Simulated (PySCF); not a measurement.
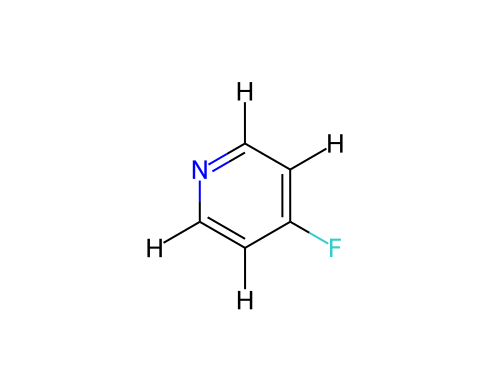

Computed geometry: GFN2-xTB optimisation. No frequency run is at hand to confirm it as a minimum. Properties computed with B3LYP/def2-SVPD, gas phase (PySCF 2.14.0). Excitations: vertical, linear response.

Predict the main results.

The species is C5H4FN (`Fc1ccncc1`).
- dipole moment: 0.62 D
- HOMO energy (Kohn–Sham orbital): −7.43 eV
- LUMO energy (Kohn–Sham orbital): −1.07 eV
- HOMO–LUMO gap: 6.36 eV
- mean static polarisability: 61.9 bohr³
- lowest vertical singlet excitation: 4.97 eV
- its oscillator strength: 0.000
- brightest of the 8 lowest singlets: 7.19 eV
- its oscillator strength: 0.44
